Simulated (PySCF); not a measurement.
# BH3Cl− (SMILES [BH3-]Cl) at 6 levels

We compute a comparison of 6 runs (M06-2X/STO-6G, PBE/STO-6G, MP2/STO-6G, CCSDTQ/STO-6G, CCSD(T)/STO-6G, FCI/STO-6G) of BH3Cl−. The job is set up through a Python script.

The calculation is run with PySCF 2.14.0.

2 further runs of the same task are left out: 2 set aside as unsound or not needed.

## 1. The system as given

BH3Cl−: 5 atoms, total charge -1, spin state singlet. As SMILES, `[BH3-]Cl`. The B1–H5 distance was set to 1.449 Å, away from the relaxed value.

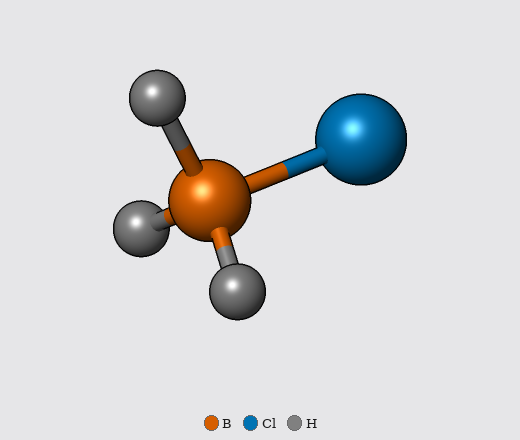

Viewed from a chosen angle; boron orange, chlorine blue, hydrogen grey.

## 2. The energy at M06-2X/STO-6G (run 1)

job.py reads:

```python
from pyscf import gto, dft

system = gto.M(
    atom='''
B      0.186639    -0.432532    -0.043709
Cl    -1.567499     0.596084    -2.940471
H      2.342230    -0.823233    -0.684327
H     -0.838519    -2.328834     0.706134
H      0.000945     1.620232     1.760072
''',
    spin=0,
    basis='sto-6g',
    max_memory=1860,
    verbose=3,
    charge=-1,
    unit='bohr',
)

mf = dft.RKS(system, xc='m06-2x')
mf.grids.level = 5
mf.conv_tol = 1e-10
mf.kernel()
if not mf.converged:
    mf = mf.newton().run(mf.mo_coeff, mf.mo_occ)

energy = mf.e_tot
print('E(%s) = %.9f' % ('M06-2X', energy))
```

Command:

```
$ OMP_NUM_THREADS=1 python job.py
```

Standard output:

```text
converged SCF energy = -485.134060472109
E(M06-2X) = -485.134060472
```

Run time: 2.6 s. Hardware: 1 thread of Arm Neoverse V2, shared host; peak memory 0.19 GiB.

## 3. A single-point energy at PBE/STO-6G (run 2)

run.py reads:

```python
from pyscf import gto, dft

molecule = gto.M(
    atom=[
    ('B', (0.098765, -0.228886, -0.023130)),
    ('Cl', (-0.829485, 0.315434, -1.556030)),
    ('H', (1.239455, -0.435636, -0.362130)),
    ('H', (-0.443725, -1.232366, 0.373670)),
    ('H', (0.000500, 0.857390, 0.931390)),
],
    verbose=3,
    charge=-1,
    spin=0,
    max_memory=1860,
    basis='sto-6g',
)

myscf = dft.RKS(molecule, xc='pbe')
myscf.grids.level = 5
myscf.conv_tol = 1e-10
myscf.kernel()
if not myscf.converged:
    myscf = myscf.newton().run(myscf.mo_coeff, myscf.mo_occ)

e_final = myscf.e_tot
print('E(%s) = %.9f' % ('PBE', e_final))
```

Command:

```
$ OMP_NUM_THREADS=1 python run.py
```

Standard output:

```text
converged SCF energy = -484.92505802792
E(PBE) = -484.925058028
```

Run time: 2 s. Hardware: 1 thread of Arm Neoverse V2, shared host; peak memory 0.19 GiB.

## 4. A single-point energy at MP2/STO-6G (run 3)

mol.xyz reads:

```xyz
5
BClH3
B      0.098765    -0.228886    -0.023130
Cl    -0.829485     0.315434    -1.556030
H      1.239455    -0.435636    -0.362130
H     -0.443725    -1.232366     0.373670
H      0.000500     0.857390     0.931390
```

job.py reads:

```python
from pyscf import gto, scf, mp

mol = gto.Mole()
mol.atom = 'mol.xyz'
mol.charge = -1
mol.spin = 0
mol.basis = 'sto-6g'
mol.max_memory = 1860
mol.verbose = 3
mol.build()

mf = scf.RHF(mol)
mf.conv_tol = 1e-10
mf.kernel()
if not mf.converged:
    mf = mf.newton().run(mf.mo_coeff, mf.mo_occ)

pt = mp.MP2(mf, frozen=6).run()
etot = pt.e_tot
print(f'total energy: {etot:.8f} hartree')
```

Command:

```
$ OMP_NUM_THREADS=1 python job.py
```

Standard output:

```text
converged SCF energy = -484.291864613356
E(RMP2) = -484.342398642816  E_corr = -0.0505340294600081
E(SCS-RMP2) = -484.350190544549  E_corr = -0.0583259311931219
total energy: -484.34239864 hartree
```

It took 0.62 s on 1 thread of Arm Neoverse V2, shared host; peak memory 0.12 GiB.

Runs 4 to 5 aren't shown in full; the table further down has their settings and results.

## 5. The energy at FCI/STO-6G (run 6)

calc.py reads:

```python
from pyscf import gto, mcscf
from pyscf import fci

system = gto.M(
    atom='''
B        0.098765      -0.228886      -0.023130
Cl      -0.829485       0.315434      -1.556030
H        1.239455      -0.435636      -0.362130
H       -0.443725      -1.232366       0.373670
H        0.000500       0.857390       0.931390
''',
    basis='sto-6g',
    max_memory=1860,
    verbose=4,
    charge=-1,
)

mf = system.RHF()
mf.conv_tol = 1e-10
mf.kernel()
if not mf.converged:
    mf = mf.newton().run(mf.mo_coeff, mf.mo_occ)

cas = mcscf.CASCI(mf, mf.mo_coeff.shape[-1] - 6, (system.nelec[0] - 6, system.nelec[1] - 6))  # full CI above the frozen core
cas.fcisolver = fci.direct_spin0.FCI(system)  # even spin states alone
cas.kernel()
print('<S^2> = %.4f' % cas.fcisolver.spin_square(cas.ci, cas.ncas, cas.nelecas)[0])
e_tot = cas.e_tot
print(f'total energy: {e_tot:.8f} hartree')
```

Command:

```
$ OMP_NUM_THREADS=1 python calc.py
```

Standard output:

```text
PySCF version 2.14.0

[... 53 lines left out ...]
converged SCF energy = -484.291864613356
[... 1 line left out ...]
******** <class 'pyscf.mcscf.casci.CASCI'> ********
CAS (7e+7e, 11o), ncore = 6, nvir = 0
natorb = False
canonicalization = True
sorting_mo_energy = False
******** <class 'pyscf.fci.direct_spin0.FCISolver'> ********
max. cycles = 100
conv_tol = 1e-10
davidson only = False
linear dependence = 1e-14
level shift = 0.001
max iter space = 12
nroots = 1
pspace_size = 400
spin = None
Density matrix diagonal elements [1.99812618 1.98289374 1.98379022 1.98256797 1.98284674 1.99265477
 1.9787814  0.01613015 0.04021114 0.02083232 0.02116536]
CASCI converged
CASCI E = -484.364214101702  E(CI) = -33.7038238817291  S^2 = 0.0000000
<S^2> = 0.0000
total energy: -484.36421410 hartree
```

Wall time 1.3 s (1 thread of Arm Neoverse V2, shared host); peak memory 0.14 GiB.

## 6. Overview of the runs

```
run           level  integration grid  frozen core orbitals  energy (Eh)  HOMO energy (eV)  LUMO energy (eV)  HOMO–LUMO gap (eV)  wall time
  1   M06-2X/STO-6G                 5                     –  -485.134060              0.28             16.21               15.93      2.6 s
  2      PBE/STO-6G                 5                     –  -484.925058              3.14             13.74               10.60        2 s
  3      MP2/STO-6G                 –                     6  -484.342399             -1.92             20.69               22.61     0.62 s
  4   CCSDTQ/STO-6G                 –                     6  -484.364215             -1.92             20.69               22.61      3.9 s
  5  CCSD(T)/STO-6G                 –                     6  -484.364122             -1.92             20.69               22.61     0.58 s
  6      FCI/STO-6G                 –                     6  -484.364214             -1.92             20.69               22.61      1.3 s
```

## 7. Summary of results

| quantity | value |
| --- | --- |
| run 6: total energy | -484.36421 Eh |
| run 6: HOMO energy (Hartree–Fock orbitals) | -1.92 eV |
| run 6: LUMO energy (Hartree–Fock orbitals) | 20.69 eV |
| run 6: HOMO–LUMO gap (to an unbound level, set by the basis) | 22.61 eV |
| run 6: correlation energy (6 core orbitals frozen) | -72.3 mEh |

In words: Against full CI in this basis: MP2 +21.8 mEh; CCSDTQ -0.0 mEh; CCSD(T) +0.1 mEh. Totals of different functionals can't be ranked against each other. In runs 1, 2 the HOMO lies above zero, so the outermost electron may be held by the basis alone. In runs 1, 2, 3, 4, 5, 6 the basis is minimal, so the values are rough. All runs together took 11 s, the longest 3.9 s.
